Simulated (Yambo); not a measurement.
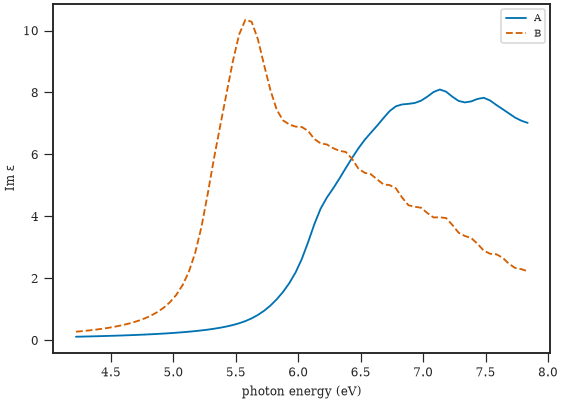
Fig. 1. Two computed absorption spectra of LiTaO$_{3}$ (space group R3c, No. 161) (Yambo, PBEsol bands with the same scissor, field along x)

Axes are Cartesian, with cell vectors (Å) (2.57, 1.48, 4.61), (-2.57, 1.48, 4.61), (0.00, -2.96, 4.61).

Which curve includes the electron-hole attraction (BSE), and where are its main peaks?

Curve B: the attraction moves weight to lower energy (centre of the plotted range 6.2 eV against 6.9 eV). Its peaks lie at 5.6 eV. Settings: 6×6×6 mesh, 10 valence and 6 conduction bands, static screening with 73 bands and a 3 Ry block, scissor 1.85 eV, Tamm-Dancoff. The scissor comes from a G0W0 run whose convergence isn't established. Broadening 0.15 eV. The band window holds all transitions up to 7.9 eV. Fine structure above the onset can come from the mesh.

Spin-orbit coupling is not included.

Geometry of the Materials Project entry, not relaxed at this level; primitive cell a = b = c = 5.4768 Å, α = β = γ = 55.90°.
